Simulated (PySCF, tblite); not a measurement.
**C6H8FPSi: geometry, infrared bands and NMR shifts**

Aim: predict the infrared bands and NMR shifts of C6H8FPSi (`Cc1cpcc([SiH3])c1F`).

Programs: tblite 0.8.0 and PySCF 2.14.0, with density-fitted response routines of our own. Each step states its level of theory. These are calculated values for one molecule in the gas phase, unless marked as measured. Atoms count from 0, in the outputs and in this text.

### 1 The starting structure

17 atoms, charge 0, multiplicity 1; geometry from: force field or distance geometry start.

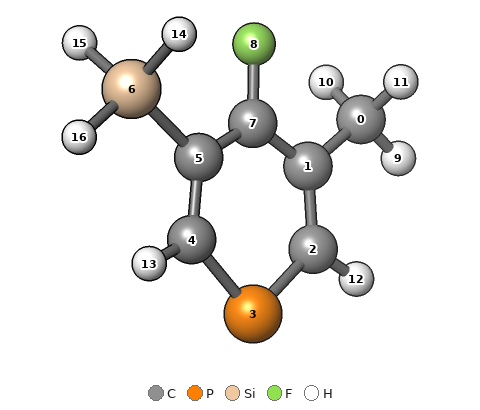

As it starts; carbon grey, phosphorus orange, silicon light orange, fluorine green, hydrogen white, atoms numbered.

### 2 Geometry optimisation with GFN2-xTB

What the job is given:

```
{"job": {"kind": "relax", "xc": "GFN2-xTB", "basis": "xTB"}, "charge": 0, "multiplicity": 1}
C     -2.397200     1.156000    -0.012800
C     -1.355800     0.086200     0.057700
C     -1.736400    -1.258100     0.000700
P     -0.588200    -2.665000     0.067900
C      0.999800    -1.767900     0.248600
C      1.107000    -0.371300     0.279600
Si     2.823800     0.392800     0.451300
C      0.000800     0.495500     0.203400
F      0.220400     1.815100     0.248200
H     -3.419000     0.734400    -0.049500
H     -2.356600     1.802000     0.869800
H     -2.260400     1.760600    -0.910600
H     -2.800800    -1.510500    -0.099100
H      1.884800    -2.403100     0.305000
H      3.127700     1.249300    -0.720400
H      2.906400     1.189700     1.716100
H      3.836700    -0.693600     0.527500
```

Command:

```console
> OMP_NUM_THREADS=1 python probes_run.py task.json out
```

One launch serves the whole session: the jobs run in the order shown.

Output:

```text
step      E/eV     max force
  0    -703.87544    2.722
  1    -704.10112    1.252
  2    -704.17827    0.777
  3    -704.20409    0.434
  4    -704.22418    0.226
  5    -704.22731    0.179
  6    -704.23155    0.227
  7    -704.23448    0.175
  8    -704.23708    0.112
  9    -704.23805    0.062
 10    -704.23874    0.070
 11    -704.23954    0.089
 12    -704.24042    0.074
 13    -704.24108    0.060
 14    -704.24146    0.044
 15    -704.24170    0.035
 16    -704.24186    0.031
 17    -704.24198    0.028
 18    -704.24208    0.025
 19    -704.24217    0.030
 20    -704.24226    0.028
 21    -704.24236    0.026
 22    -704.24246    0.032
 23    -704.24258    0.030
 24    -704.24270    0.037
 25    -704.24281    0.028
 26    -704.24291    0.021
 27    -704.24299    0.021
 28    -704.24308    0.022
 29    -704.24317    0.025
 30    -704.24324    0.020
 31    -704.24331    0.018
 32    -704.24334    0.013
 33    -704.24337    0.011
 34    -704.24338    0.008
```

Run time: 0.23 s. Hardware: 1 thread of Arm Neoverse V2, shared host.

Step by step: (not every step is listed)

```
step  energy from step 0 (eV)  largest force (eV/Å)
   0                   0.0000                2.7218
   1                  -0.2257                1.2523
   2                  -0.3028                0.7769
   3                  -0.3286                0.4339
   4                  -0.3487                0.2256
   5                  -0.3519                0.1793
   6                  -0.3561                0.2274
   7                  -0.3590                0.1754
   8                  -0.3616                0.1118
  10                  -0.3633                0.0699
  12                  -0.3650                0.0741
  14                  -0.3660                0.0443
  16                  -0.3664                0.0306
  18                  -0.3666                0.0250
  20                  -0.3668                0.0279
  22                  -0.3670                0.0322
  24                  -0.3673                0.0373
  26                  -0.3675                0.0211
  28                  -0.3676                0.0219
  29                  -0.3677                0.0252
  30                  -0.3678                0.0201
  31                  -0.3679                0.0184
  32                  -0.3679                0.0131
  33                  -0.3679                0.0108
  34                  -0.3679                0.0081
```

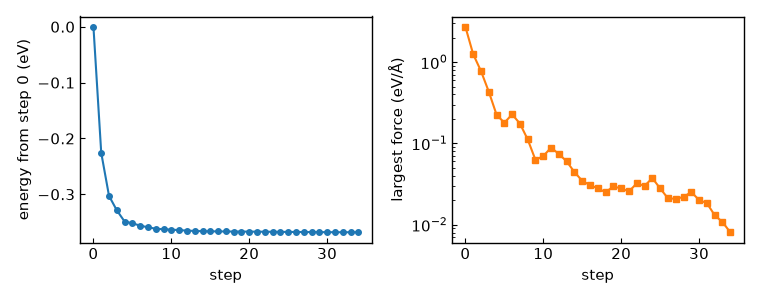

Energy and force, step by step.

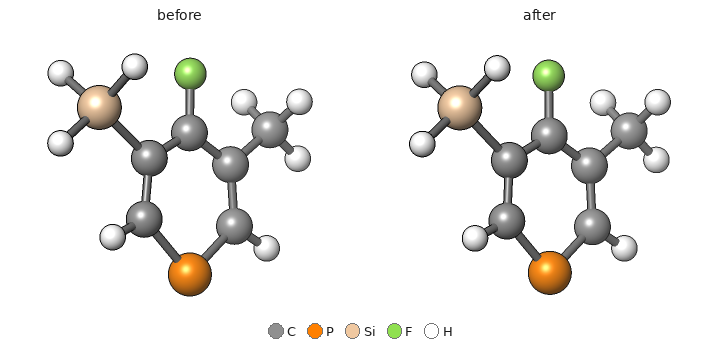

Before and after, at one scale.

Distances of close pairs at the start and the end, largest changes first:

```csv
bond,before (Å),after (Å),change (Å)
P3–C4,1.833,1.733,-0.100
C2–P3,1.817,1.734,-0.083
Si6–H15,1.497,1.462,-0.035
C1–C7,1.424,1.391,-0.034
Si6–H16,1.487,1.464,-0.023
C7–F8,1.338,1.362,+0.023
C5–C7,1.407,1.385,-0.022
Si6–H14,1.483,1.462,-0.021
```

The next job starts from the end point, and lists it.

### 3 Vibrational analysis with GFN2-xTB

What the job is given:

```
{"job": {"kind": "ir", "xc": "GFN2-xTB", "basis": "xTB"}, "charge": 0, "multiplicity": 1}
C     -2.375274     1.148673    -0.007466
C     -1.329012     0.076999     0.067738
C     -1.672149    -1.260472     0.006495
P     -0.579942    -2.605281     0.076728
C      0.928097    -1.766979     0.233684
C      1.101275    -0.395241     0.280201
Si     2.808312     0.410962     0.456558
C      0.005315     0.447715     0.197752
F      0.270746     1.782334     0.251863
H     -3.371486     0.716889    -0.052800
H     -2.308676     1.801611     0.862079
H     -2.215769     1.765626    -0.891598
H     -2.722792    -1.505261    -0.094618
H      1.812170    -2.388609     0.301364
H      3.037762     1.257958    -0.712911
H      2.816081     1.199600     1.687731
H      3.788343    -0.674496     0.520569
```

Output:

```text
mode    cm-1     km/mol
  1      67.1      0.24
  2      91.1      1.42
  3      97.8      1.19
  4     152.1      1.61
  5     155.8      0.55
  6     210.9      0.29
  7     267.9      5.12
  8     332.3      5.77
  9     385.0      6.30
 10     388.0      0.69
 11     422.5      7.15
 12     467.5      5.03
 13     517.4     11.33
 14     557.3     49.96
 15     560.1     39.59
 16     638.8     27.38
 17     708.1     19.41
 18     770.2    170.72
 19     770.3    171.65
 20     785.5    424.35
 21     804.9      8.33
 22     832.3      0.28
 23     837.5     47.37
 24     894.2     13.48
 25     945.4     21.43
 26    1026.8      7.70
 27    1029.4      4.43
 28    1117.5     96.17
 29    1210.3     15.19
 30    1216.5     50.67
 31    1354.9      5.98
 32    1382.3     74.31
 33    1403.8      4.35
 34    1470.0      4.32
 35    1473.7      2.77
 36    1512.2     25.54
 37    1529.7      4.71
 38    2265.1    255.26
 39    2279.9    200.35
 40    2280.9    385.32
 41    3005.9     14.78
 42    3021.8     12.62
 43    3038.3      7.93
 44    3041.5      8.67
 45    3048.0     27.42
```

Run time: 0.59 s. Hardware: 1 thread of Arm Neoverse V2, shared host.

Which atoms move in the most intense modes:

| cm⁻¹ | km/mol | atoms |
| --- | --- | --- |
| 770 | 170.7 | H16 53 %, H15 31 %, H14 12 % |
| 770 | 171.7 | H14 55 %, H15 37 % |
| 786 | 424.4 | H16 39 %, H14 25 %, H15 25 % |
| 1118 | 96.2 | C7 35 %, C1 21 %, F8 10 % |
| 1382 | 74.3 | C5 28 %, C1 19 %, C7 17 %, C2 11 % |
| 2265 | 255.3 | H16 96 % |
| 2280 | 200.3 | H15 62 %, H14 35 % |
| 2281 | 385.3 | H14 62 %, H15 34 % |

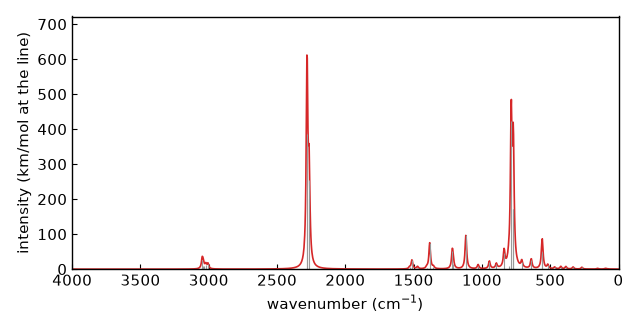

The infrared spectrum from these modes, unscaled. Lines are broadened to a width of 14 cm⁻¹ (Lorentzian).

### 4 Nuclear shieldings: PBE0/pcSseg-1

Same as in step 3 but for these lines:

```diff
@@ -1,2 +1,2 @@
-{"job": {"kind": "ir", "xc": "GFN2-xTB", "basis": "xTB"}, "charge": 0, "multiplicity": 1}
+{"job": {"kind": "nmr", "xc": "PBE0", "basis": "pcSseg-1"}, "charge": 0, "multiplicity": 1}
 C     -2.375274     1.148673    -0.007466
```

Method: GIAO PBE0/pcSseg-1 NMR shielding, non-relativistic, gas phase.

Output:

```text
coarse grid: 15816 points
cycle   1  E = -963.3240741814  dE =  1.276e+00  |g| = 5.105e-01  |ddm| = 4.195e+00
cycle   2  E = -963.2920555686  dE =  3.202e-02  |g| = 6.667e-01  |ddm| = 9.742e-01
cycle   3  E = -963.3760276298  dE = -8.397e-02  |g| = 8.316e-02  |ddm| = 5.715e-01
cycle   4  E = -963.3772207904  dE = -1.193e-03  |g| = 4.401e-02  |ddm| = 1.297e-01
cycle   5  E = -963.3777368751  dE = -5.161e-04  |g| = 1.316e-02  |ddm| = 7.026e-02
cycle   6  E = -963.3777864741  dE = -4.960e-05  |g| = 3.460e-03  |ddm| = 2.047e-02
cycle   7  E = -963.3777889207  dE = -2.447e-06  |g| = 1.425e-03  |ddm| = 4.338e-03
final grid: 145680 points
cycle   8  E = -963.4383702705  dE = -3.264e-05  |g| = 9.612e-03  |ddm| = 4.875e-02
cycle   9  E = -963.4383283189  dE =  4.195e-05  |g| = 1.563e-02  |ddm| = 2.846e-02
cycle  10  E = -963.4383942953  dE = -6.598e-05  |g| = 1.762e-03  |ddm| = 1.989e-02
cycle  11  E = -963.4383950928  dE = -7.975e-07  |g| = 4.771e-04  |ddm| = 2.262e-03
cycle  12  E = -963.4383951491  dE = -5.631e-08  |g| = 1.818e-04  |ddm| = 7.448e-04
cycle  13  E = -963.4383951567  dE = -7.612e-09  |g| = 4.967e-05  |ddm| = 2.056e-04
cycle  14  E = -963.4383951572  dE = -5.105e-10  |g| = 2.373e-05  |ddm| = 7.809e-05
converged SCF energy = -963.4383951572

GIAO shielding tensors (ppm)
atom      isotropic    diamagn.    paramagn.     s11        s22        s33       span
  0 C      164.358     244.335     -79.977    147.710    159.913    185.450     37.740
  1 C       50.767     262.450    -211.684    -31.310     13.056    170.554    201.864
  2 C       16.925     262.417    -245.492   -140.127     33.569    157.331    297.457
  3 P      107.846     967.928    -860.082   -149.121    -43.274    515.931    665.052
  4 C       13.797     262.034    -248.237   -153.272     29.105    165.557    318.829
  5 C       55.355     262.947    -207.592    -22.021     11.022    177.064    199.085
  6 Si     419.137     881.080    -461.943    374.335    427.624    455.453     81.118
  7 C       10.541     251.586    -241.046    -75.500     31.548     75.573    151.073
  8 F      265.343     477.164    -211.821    197.189    262.711    336.128    138.938
  9 H       29.532      29.161       0.371     24.145     28.939     35.512     11.368
 10 H       28.813      28.474       0.339     23.586     28.326     34.527     10.941
 11 H       28.857      28.669       0.188     23.934     27.866     34.772     10.838
 12 H       22.572      32.119      -9.547     19.332     20.242     28.141      8.810
 13 H       22.431      31.766      -9.335     19.232     19.719     28.342      9.109
 14 H       26.900      29.119      -2.219     22.901     26.028     31.770      8.870
 15 H       26.901      28.927      -2.026     22.910     26.018     31.776      8.866
 16 H       27.414      29.046      -1.633     23.273     26.570     32.398      9.124
```

Run time: 29 s. Hardware: 1 thread of Arm Neoverse V2, shared host; peak memory 0.94 GiB.

The references, computed at this level on geometries of the same kind, shield at (ppm): 1H TMS 31.72, 13C TMS 186.9, 29Si TMS 349.2, 19F CFCl3 170.9, 31P H3PO4 318.4. Their shielding less the atom's gives the shift. The references are single molecules in the gas phase, so shifts against H2O, NH3, PH3, H3PO4 or CFCl3 are not on the usual liquid scales and can be off by tens of ppm. Atoms listed in one row are averaged.

```
        atoms                                      environment  σ (ppm)  δ (ppm)  δ scaled to CDCl3
           C7                 aromatic carbon bearing fluorine     10.5    176.4              170.2
           C4                                      aromatic CH     13.8    173.1              167.1
           C2                                      aromatic CH     16.9    170.0              164.0
           C1                      substituted aromatic carbon     50.8    136.2              131.0
           C5                      substituted aromatic carbon     55.4    131.6              126.5
           C0                methyl carbon on an aromatic ring    164.4     22.6               20.1
          H13                       hydrogen on an aromatic CH    22.43     9.29               8.86
          H12                       hydrogen on an aromatic CH    22.57     9.15               8.73
H14, H15, H16                hydrogen on a silicon bonded to C    27.07     4.65                  –
 H9, H10, H11  hydrogen on a methyl carbon on an aromatic ring    29.07     2.65               2.60
           P3   phosphorus bonded to 2 C, in a 6-membered ring    107.8    210.5                  –
          Si6                         silicon bonded to C, 3 H    419.1    -70.0                  –
           F8                                    aryl fluorine    265.3    -94.4                  –
```

The scaled column applies a straight-line fit of computed shieldings to shifts measured in CDCl3, and one for carbons that bear F (root-mean-square error 0.16 ppm for H, 1.9 ppm for C).

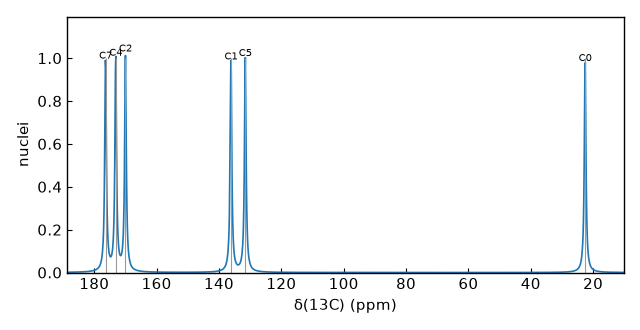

13C lines at the computed shifts, without couplings. Lines are broadened to a width of 0.62 ppm (Lorentzian).

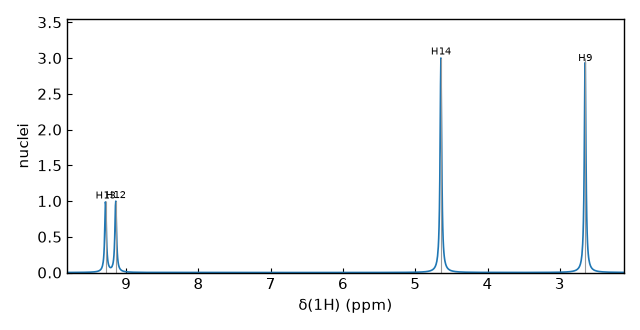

1H lines at the computed shifts, without couplings. Lines are broadened to a width of 0.03 ppm (Lorentzian).

The run also stored atomic charges by several schemes (e):

```
atoms  Mulliken    IAO  Hirshfeld  ESP fit
   C0     -0.12  -0.42      -0.12    -0.54
   C1     -0.35   0.00       0.00    -0.03
   C2     -0.33  -0.38      -0.11    -0.06
   P3      0.48   0.36       0.08    -0.21
   C4     -0.35  -0.37      -0.11     0.07
   C5     -0.44  -0.29      -0.11    -0.44
  Si6      0.59   0.61       0.31     0.38
   C7      0.42   0.29       0.09     0.46
   F8     -0.29  -0.27      -0.06    -0.20
```

Mulliken charges:

C0 -0.12; C1 -0.35; C2 -0.33; P3 0.48; C4 -0.35; C5 -0.44; Si6 0.59; C7 0.42; F8 -0.29; H9 0.12; H10 0.14; H11 0.14; H12 0.12; H13 0.13; H14 -0.07; H15 -0.07; H16 -0.10

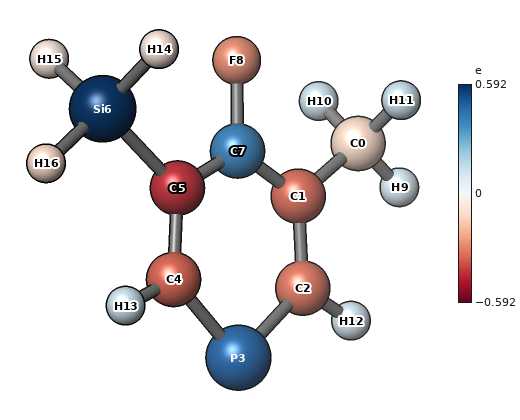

Mulliken charges, as colours on the atoms.

Mayer bond orders: C0–C1 1.07, C1–C2 1.48, C2–P3 1.31, P3–C4 1.32, C4–C5 1.45, C5–Si6 0.85, C5–C7 1.36, C7–F8 0.91, C7–C1 1.30.

Ring of atoms C1, C2, P3, C4, C5, C7: NICS(0) -8.6, NICS(1) -10.7, NICS(1)zz -25.6 ppm (means of both faces).

### 5 Summary of results

```
                                                              quantity                                        value
                             strongest single infrared mode (GFN2-xTB)                         786 cm⁻¹, 424 km/mol
                                          zero-point energy (GFN2-xTB)                                72.0 kcal/mol
                                13C shifts against TMS (PBE0/pcSseg-1)  176.4, 173.1, 170.0, 136.2, 131.6, 22.6 ppm
1H shifts against TMS (PBE0/pcSseg-1, means over atoms taken as alike)                   9.29, 9.15, 4.65, 2.65 ppm
                              31P shifts against H3PO4 (PBE0/pcSseg-1)                                    210.5 ppm
                               29Si shifts against TMS (PBE0/pcSseg-1)                                    -70.0 ppm
                              19F shifts against CFCl3 (PBE0/pcSseg-1)                                    -94.4 ppm
```

In words: The optimisation took 34 steps and gained 0.368 eV; among the close pairs (by a distance rule), P3–C4 changed most, from 1.833 to 1.733 Å. All 45 modes are real, so the xTB geometry is a minimum. The strongest single mode, at 786 cm⁻¹, has its largest shares on H16, H14 and H15 (the list is cut at 3 atoms). Unscaled tight-binding wavenumbers are off by several per cent, some by more. Its intensities can rank the bands wrongly. At PBE0/pcSseg-1: The largest span, 665 ppm, is at P3, where the paramagnetic term is -860 ppm. NICS(1)zz of -26 ppm above the planar ring from C1 marks a diatropic (aromatic) ring current.
